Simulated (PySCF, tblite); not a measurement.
# C₅H₁₈Si₄: geometry, infrared bands and NMR shifts

Wanted: the infrared bands and NMR shifts of C₅H₁₈Si₄ (`C[C@H]1C[C@@H]([Si@@H]([SiH3])[SiH2][SiH3])C1`), by calculation.

The runs use tblite 0.8.0 and PySCF 2.14.0, with density-fitted response routines of our own; the level of theory stands in each step. All values are computed, except where a source is named. Atoms are numbered from 0 throughout.

## 1. The molecule as given

27 atoms, charge 0, multiplicity 1; geometry from: force field or distance geometry start.

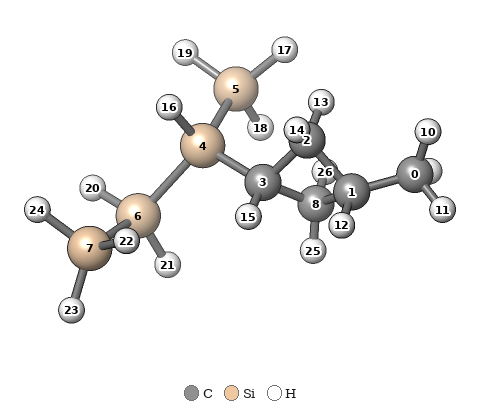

The starting geometry (carbon grey, silicon light orange, hydrogen white), atoms numbered; sticks join atoms by distance.

## 2. Relaxing the molecule with GFN2-xTB

Job settings and geometry (Å):

```
{"job": {"kind": "relax", "xc": "GFN2-xTB", "basis": "xTB"}, "charge": 0, "multiplicity": 1}
C     -3.641300     0.532600    -0.289900
C     -2.250200     0.932000     0.020400
C     -1.547100     0.119000     1.131800
C     -0.280000     0.448500     0.348000
Si     1.070900    -0.809000     0.480500
Si     0.475100    -2.816300    -0.261700
Si     2.890900    -0.001300    -0.552000
Si     3.680000     1.676900     0.724900
C     -1.160200     0.352200    -0.881200
H     -3.734100    -0.166600    -1.146900
H     -4.202600     0.064800     0.544000
H     -4.201400     1.474400    -0.541100
H     -2.069000     2.009500     0.253500
H     -1.874700    -0.929400     1.056000
H     -1.597200     0.579100     2.133600
H      0.017400     1.495800     0.552600
H      1.431300    -0.930800     1.906200
H     -0.835800    -3.212300     0.297600
H      0.324800    -2.751800    -1.704600
H      1.514500    -3.762300     0.184100
H      3.941300    -1.036800    -0.559700
H      2.612200     0.442300    -1.920200
H      2.595300     2.300800     1.525800
H      4.366800     2.650500    -0.113100
H      4.613100     1.062000     1.678800
H     -0.847000     1.013900    -1.687500
H     -1.313000    -0.711500    -1.145000
```

Started as:

```
$ OMP_NUM_THREADS=1 python probes_run.py task.json out
```

The driver reads the jobs from task.json and runs them one after another.

Standard output:

```text
step      E/eV     max force
  0    -726.79386    2.632
  1    -727.04649    0.997
  2    -727.21384    0.918
  3    -727.32878    0.669
  4    -727.40456    0.577
  5    -727.45866    0.625
  6    -727.50942    0.451
  7    -727.55350    0.459
  8    -727.58920    0.427
  9    -727.61732    0.400
 10    -727.64133    0.431
 11    -727.66619    0.392
 12    -727.69010    0.358
 13    -727.70595    0.251
 14    -727.71509    0.205
 15    -727.72267    0.231
 16    -727.73062    0.201
 17    -727.73885    0.236
 18    -727.74657    0.213
 19    -727.75297    0.149
 20    -727.75788    0.169
 21    -727.76204    0.129
 22    -727.76627    0.139
 23    -727.77115    0.163
 24    -727.77669    0.179
 25    -727.78195    0.170
 26    -727.78611    0.148
 27    -727.78963    0.123
 28    -727.79373    0.127
 29    -727.79900    0.179
 30    -727.80455    0.167
 31    -727.80910    0.160
 32    -727.81257    0.139
 33    -727.81586    0.128
 34    -727.81949    0.108
 35    -727.82326    0.150
 36    -727.82685    0.127
 37    -727.83031    0.137
 38    -727.83383    0.129
 39    -727.83720    0.115
 40    -727.84003    0.104
 41    -727.84230    0.081
 42    -727.84458    0.111
 43    -727.84732    0.104
 44    -727.85042    0.107
 45    -727.85353    0.106
 46    -727.85642    0.105
 47    -727.85852    0.180
 48    -727.86148    0.165
 49    -727.86457    0.131
 50    -727.87165    0.174
 51    -727.87486    0.210
 52    -727.88405    0.256
 53    -727.88996    0.211
 54    -727.89287    0.217
 55    -727.89690    0.101
 56    -727.89925    0.091
 57    -727.90115    0.114
 58    -727.90316    0.109
 59    -727.90536    0.135
 60    -727.90763    0.131
 61    -727.90966    0.099
 62    -727.91119    0.102
 63    -727.91231    0.058
 64    -727.91323    0.068
 65    -727.91417    0.073
 66    -727.91526    0.117
 67    -727.91646    0.115
 68    -727.91771    0.080
 69    -727.91877    0.064
 70    -727.91935    0.062
 71    -727.92003    0.056
 72    -727.92051    0.043
 73    -727.92096    0.047
 74    -727.92144    0.047
 75    -727.92203    0.059
 76    -727.92270    0.057
 77    -727.92336    0.047
 78    -727.92390    0.042
 79    -727.92433    0.047
 80    -727.92473    0.042
 81    -727.92514    0.040
 82    -727.92552    0.047
 83    -727.92583    0.044
 84    -727.92612    0.040
 85    -727.92646    0.047
 86    -727.92693    0.064
 87    -727.92751    0.074
 88    -727.92811    0.057
 89    -727.92867    0.039
 90    -727.92927    0.058
 91    -727.93001    0.083
 92    -727.93095    0.095
 93    -727.93192    0.065
 94    -727.93277    0.045
 95    -727.93344    0.054
 96    -727.93404    0.067
 97    -727.93467    0.058
 98    -727.93540    0.060
 99    -727.93616    0.059
100    -727.93683    0.068
101    -727.93734    0.068
102    -727.93784    0.045
103    -727.93850    0.053
104    -727.93933    0.055
105    -727.94010    0.069
106    -727.94071    0.059
107    -727.94123    0.044
108    -727.94174    0.052
109    -727.94218    0.044
110    -727.94252    0.031
111    -727.94275    0.032
112    -727.94294    0.026
113    -727.94313    0.030
114    -727.94334    0.025
115    -727.94356    0.029
116    -727.94378    0.036
117    -727.94399    0.032
118    -727.94419    0.023
119    -727.94437    0.025
120    -727.94456    0.030
121    -727.94477    0.030
122    -727.94502    0.033
123    -727.94528    0.031
124    -727.94553    0.036
125    -727.94575    0.038
126    -727.94597    0.039
127    -727.94623    0.039
128    -727.94657    0.043
129    -727.94694    0.043
130    -727.94727    0.041
131    -727.94759    0.036
132    -727.94788    0.033
133    -727.94814    0.028
134    -727.94834    0.026
135    -727.94850    0.024
136    -727.94864    0.025
137    -727.94878    0.025
138    -727.94893    0.027
139    -727.94910    0.021
140    -727.94927    0.028
141    -727.94940    0.029
142    -727.94951    0.021
143    -727.94961    0.021
144    -727.94972    0.024
145    -727.94986    0.036
146    -727.94998    0.031
147    -727.95005    0.018
148    -727.95009    0.013
149    -727.95013    0.016
150    -727.95018    0.020
151    -727.95023    0.014
152    -727.95026    0.011
153    -727.95029    0.011
154    -727.95032    0.016
155    -727.95035    0.015
156    -727.95039    0.014
157    -727.95042    0.013
158    -727.95046    0.016
159    -727.95051    0.019
160    -727.95056    0.015
161    -727.95060    0.015
162    -727.95065    0.018
163    -727.95070    0.017
164    -727.95076    0.017
165    -727.95082    0.018
166    -727.95090    0.020
167    -727.95100    0.024
168    -727.95115    0.032
169    -727.95138    0.036
170    -727.95167    0.047
171    -727.95203    0.046
172    -727.95239    0.051
173    -727.95274    0.052
174    -727.95319    0.053
175    -727.95386    0.050
176    -727.95449    0.057
177    -727.95515    0.087
178    -727.95590    0.095
179    -727.95654    0.073
180    -727.95718    0.032
181    -727.95743    0.038
182    -727.95785    0.033
183    -727.95811    0.035
184    -727.95833    0.030
185    -727.95850    0.029
186    -727.95862    0.021
187    -727.95871    0.022
188    -727.95880    0.020
189    -727.95888    0.021
190    -727.95894    0.012
191    -727.95897    0.011
192    -727.95899    0.010
193    -727.95902    0.013
194    -727.95905    0.013
195    -727.95908    0.011
196    -727.95911    0.010
```

It took 5.4 s on 1 thread of Arm Neoverse N1, shared host; peak memory 0.19 GiB.

Along the way: (not every step is listed)

```csv
step,energy from step 0 (eV),largest force (eV/Å)
0,0.0000,2.6317
1,-0.2526,0.9971
2,-0.4200,0.9176
3,-0.5349,0.6687
4,-0.6107,0.5772
5,-0.6648,0.6253
6,-0.7156,0.4512
7,-0.7596,0.4595
8,-0.7953,0.4272
26,-0.9923,0.1477
44,-1.0566,0.1065
62,-1.1173,0.1018
80,-1.1309,0.0417
98,-1.1415,0.0598
116,-1.1499,0.0365
134,-1.1545,0.0262
152,-1.1564,0.0112
170,-1.1578,0.0468
188,-1.1649,0.0199
191,-1.1651,0.0114
192,-1.1651,0.0102
193,-1.1652,0.0132
194,-1.1652,0.0130
195,-1.1652,0.0107
196,-1.1653,0.0097
```

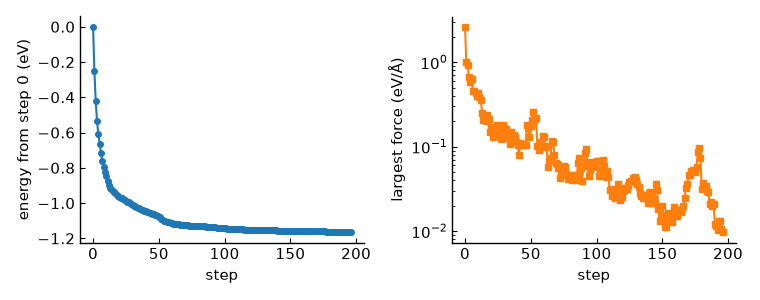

Energy and largest force along the relaxation.

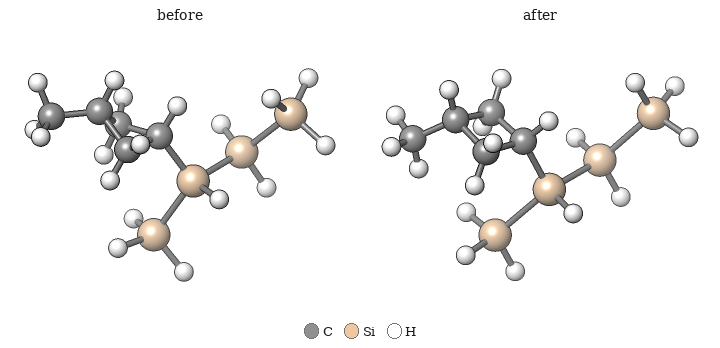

The geometry before (left) and after (right).

Close pairs (by a distance rule), those that changed most:

```csv
bond,before (Å),after (Å),change (Å)
Si4–Si5,2.222,2.326,+0.105
Si4–Si6,2.243,2.332,+0.089
Si6–Si7,2.252,2.315,+0.064
C3–Si4,1.850,1.911,+0.061
C0–C1,1.480,1.518,+0.037
C0–H11,1.124,1.089,-0.036
C3–C8,1.515,1.540,+0.025
C1–H12,1.117,1.093,-0.025
```

The end geometry stands in the next job.

## 3. Harmonic vibrations with GFN2-xTB

Job settings and geometry (Å):

```
{"job": {"kind": "ir", "xc": "GFN2-xTB", "basis": "xTB"}, "charge": 0, "multiplicity": 1}
C     -3.277775    -0.099949    -0.624508
C     -2.323217     0.832002     0.099065
C     -1.656370     0.260041     1.361984
C     -0.267444     0.559720     0.766924
Si     0.963923    -0.895162     0.630435
Si    -0.083438    -2.749769    -0.304540
Si     2.865793    -0.083713    -0.447136
Si     3.909814     1.787104     0.431142
C     -0.936887     1.009063    -0.545489
H     -2.799330    -1.059001    -0.814510
H     -4.168596    -0.272023    -0.023290
H     -3.582718     0.330684    -1.576693
H     -2.818850     1.787411     0.286994
H     -1.858096    -0.800888     1.507125
H     -1.887216     0.783648     2.288514
H      0.201250     1.403969     1.277877
H      1.301338    -1.205214     2.041141
H     -1.222775    -3.291587     0.446641
H     -0.595961    -2.480940    -1.653431
H      0.872403    -3.851430    -0.442164
H      3.834182    -1.190693    -0.537011
H      2.531070     0.169876    -1.860541
H      2.928529     2.791853     0.854559
H      4.815413     2.474842    -0.493759
H      4.704974     1.461295     1.618267
H     -0.697981     2.021976    -0.867759
H     -0.771930     0.333308    -1.385176
```

Standard output:

```text
mode    cm-1     km/mol
  1      -1.3      0.02
  2      19.9      0.01
  3      32.9      0.01
  4      43.1      0.09
  5      52.8      0.56
  6      89.8      0.20
  7      99.3      1.60
  8     106.9      1.42
  9     122.3      1.47
 10     204.3      2.82
 11     251.9      3.76
 12     289.3     26.24
 13     328.6      7.53
 14     336.9      0.63
 15     361.8      2.31
 16     402.9      0.66
 17     413.7     59.03
 18     427.0     37.93
 19     440.7      8.54
 20     449.0      1.05
 21     460.9      2.93
 22     504.3      4.21
 23     555.5    178.55
 24     565.5    541.13
 25     576.7    247.47
 26     647.1     78.82
 27     656.1    207.81
 28     749.7      3.55
 29     780.8   1100.79
 30     791.4     28.28
 31     816.6    100.93
 32     821.9    106.83
 33     828.2     40.87
 34     832.0    195.49
 35     842.3    224.73
 36     845.8     24.95
 37     908.3      1.53
 38     937.3      3.83
 39     962.1      1.99
 40    1022.6      8.19
 41    1031.1      0.22
 42    1065.3      6.53
 43    1074.4      5.33
 44    1145.1      3.23
 45    1148.4      7.01
 46    1204.3      3.38
 47    1227.8      1.48
 48    1239.9      0.78
 49    1253.3      1.30
 50    1263.7      0.60
 51    1268.0      1.58
 52    1335.5      8.54
 53    1410.0      4.09
 54    1482.2      0.33
 55    1491.5      1.05
 56    1499.2      0.57
 57    1504.3      0.21
 58    2062.0    211.61
 59    2134.9    289.61
 60    2142.2    176.11
 61    2203.3    363.80
 62    2212.4    237.26
 63    2219.3    369.99
 64    2228.4    402.36
 65    2234.0    274.55
 66    2236.9    314.68
 67    2936.3     35.20
 68    2950.6     28.05
 69    2975.5     26.81
 70    2985.2     66.31
 71    2995.0     51.25
 72    3000.5     41.55
 73    3022.2     40.28
 74    3025.0     70.28
 75    3029.1     25.27
```

Run time: 4.1 s. Hardware: 1 thread of Arm Neoverse N1, shared host; peak memory 0.19 GiB.

The strongest bands and the atoms that carry them (share of the mass-weighted mode):

```csv
cm⁻¹,km/mol,atoms
566,541.1,"H16 32 %, H20 17 %, C3 13 %, Si4 10 %"
781,1100.8,"H24 19 %, H23 17 %, H22 17 %, H17 12 %"
2135,289.6,H21 88 %
2203,363.8,"H17 77 %, H18 18 %"
2219,370.0,H22 86 %
2228,402.4,"H23 72 %, H24 17 %"
2234,274.6,"H24 77 %, H23 15 %"
2237,314.7,H19 92 %
```

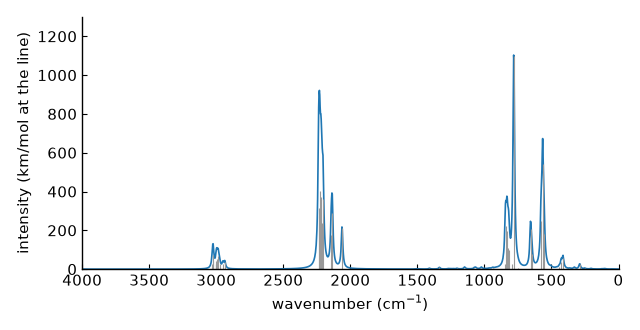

The infrared spectrum from these modes, unscaled. Lines are broadened to a width of 14 cm⁻¹ (Lorentzian).

## 4. Geometry optimisation at PBE0-D3(BJ)/def2-SVP

Job settings and geometry (Å):

```
{"job": {"xc": "PBE0", "basis": "def2-SVP", "d3": "d3bj", "grid": 1, "shake": 0.01, "kind": "geom"}, "charge": 0, "multiplicity": 1}
C     -3.257370    -0.125510    -0.620330
C     -2.328890     0.827480     0.096910
C     -1.676570     0.257720     1.353330
C     -0.234210     0.561980     0.763400
Si     0.961110    -0.901840     0.619880
Si    -0.087350    -2.744950    -0.306930
Si     2.875370    -0.085710    -0.446890
Si     3.925270     1.792560     0.426090
C     -0.938720     1.014470    -0.526140
H     -2.802030    -1.061440    -0.804490
H     -4.177460    -0.274940    -0.014460
H     -3.576910     0.331600    -1.569990
H     -2.847130     1.797620     0.277400
H     -1.874780    -0.798120     1.514130
H     -1.891660     0.772880     2.288780
H      0.200720     1.418020     1.285350
H      1.303280    -1.194100     2.039090
H     -1.232030    -3.285750     0.452470
H     -0.598110    -2.488770    -1.651140
H      0.847460    -3.844530    -0.437250
H      3.817790    -1.190080    -0.546650
H      2.538640     0.149530    -1.869690
H      2.935620     2.803420     0.832980
H      4.810430     2.478120    -0.499850
H      4.720880     1.449380     1.621810
H     -0.708470     2.036040    -0.867980
H     -0.775650     0.316130    -1.368360
```

Standard output:

```text
step   0  E = -1358.08265898  max force = 0.037435
step   1  E = -1358.09608693  max force = 0.005146
step   2  E = -1358.09664858  max force = 0.002047
step   3  E = -1358.09684151  max force = 0.001175
step   4  E = -1358.09690431  max force = 0.000858
step   5  E = -1358.09701772  max force = 0.001282
step   6  E = -1358.09711249  max force = 0.001206
step   7  E = -1358.09724982  max force = 0.001217
step   8  E = -1358.09738167  max force = 0.001292
step   9  E = -1358.09751459  max force = 0.001310
step  10  E = -1358.09763589  max force = 0.001247
step  11  E = -1358.09775840  max force = 0.001167
step  12  E = -1358.09785544  max force = 0.001415
step  13  E = -1358.09791761  max force = 0.001131
step  14  E = -1358.09801356  max force = 0.001298
step  15  E = -1358.09805487  max force = 0.000968
step  16  E = -1358.09809062  max force = 0.000486
step  17  E = -1358.09811050  max force = 0.000413
step  18  E = -1358.09812777  max force = 0.000608
step  19  E = -1358.09814742  max force = 0.000488
step  20  E = -1358.09816386  max force = 0.000338
step  21  E = -1358.09817474  max force = 0.000215
optimisation converged
```

Wall time 25 min (1 thread of Arm Neoverse N1, shared host); peak memory 1.1 GiB.

Step by step:

```csv
step,energy from step 0 (eV),largest force component (eV/Å)
0,0.0000,1.9250
1,-0.3654,0.2646
2,-0.3807,0.1053
3,-0.3859,0.0604
4,-0.3876,0.0441
5,-0.3907,0.0659
6,-0.3933,0.0620
7,-0.3970,0.0626
8,-0.4006,0.0664
9,-0.4042,0.0674
10,-0.4075,0.0641
11,-0.4109,0.0600
12,-0.4135,0.0728
13,-0.4152,0.0582
14,-0.4178,0.0667
15,-0.4189,0.0498
16,-0.4199,0.0250
17,-0.4205,0.0212
18,-0.4209,0.0313
19,-0.4215,0.0251
20,-0.4219,0.0174
21,-0.4222,0.0111
```

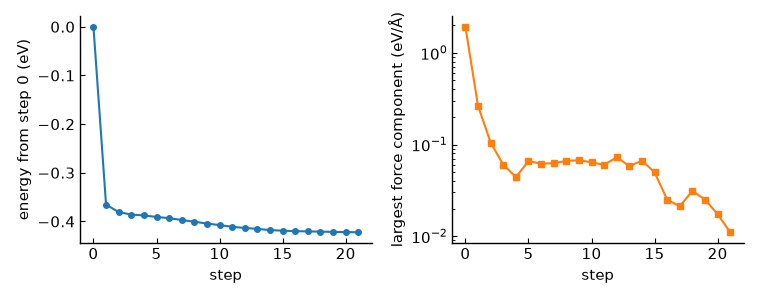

Energy and force, step by step.

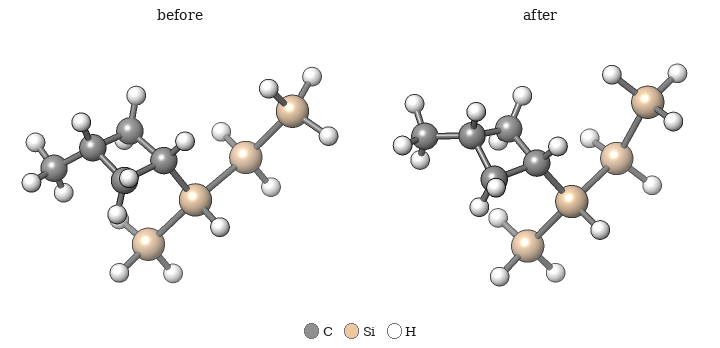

The geometry before (left) and after (right).

Close pairs (by a distance rule), those that changed most:

```csv
bond,before (Å),after (Å),change (Å)
Si5–H19,1.449,1.496,+0.047
C0–H9,1.057,1.102,+0.045
Si7–H23,1.453,1.496,+0.043
Si6–H20,1.455,1.497,+0.042
C2–C3,1.588,1.548,-0.039
Si5–H18,1.461,1.498,+0.037
Si4–Si5,2.314,2.347,+0.033
Si7–H22,1.472,1.497,+0.025
```

The end geometry stands in the next job.

```csv
at the end point,value
point group (found at 0.08 Å tolerance),C1
"rotational constants (GHz, main isotopes)","0.920, 0.514, 0.374"
dipole moment (D),1.26
```

[end of part 1 of 2]
